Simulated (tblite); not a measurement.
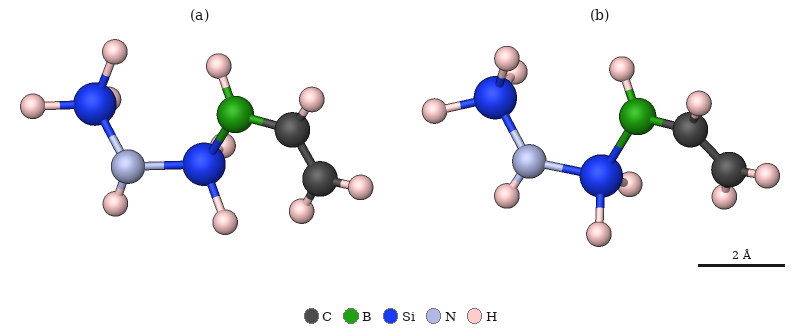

The structure of C2H10BNSi2 before (left) and after (right) a relaxation, at one scale.

A ball-and-stick model, seen at a tilt.

The calculation used GFN2-xTB geometry optimisation, gas phase (tblite). 

Question: Describe what moved and what it gained.

Answer: After 149 geometry steps the energy has fallen by 54.0 kJ/mol. The largest move after the best rigid fit is that of an H atom, 0.92 Å. Largest moves by element: H 0.92 Å, N 0.36 Å, C 0.32 Å, Si 0.30 Å, B 0.21 Å. Some distances before and after: N–Si 1.791 → 1.728 Å, H–N 1.056 → 1.007 Å, N–Si 1.793 → 1.748 Å, H–Si 1.454 → 1.489 Å. Among the angles between lasting bonds that change: Si–N–Si 112.1° → 130.4°, B–Si–H 108.6° → 117.7°, Si–N–H 105.4° → 113.3°. Groups turn about B–C by about 25°.
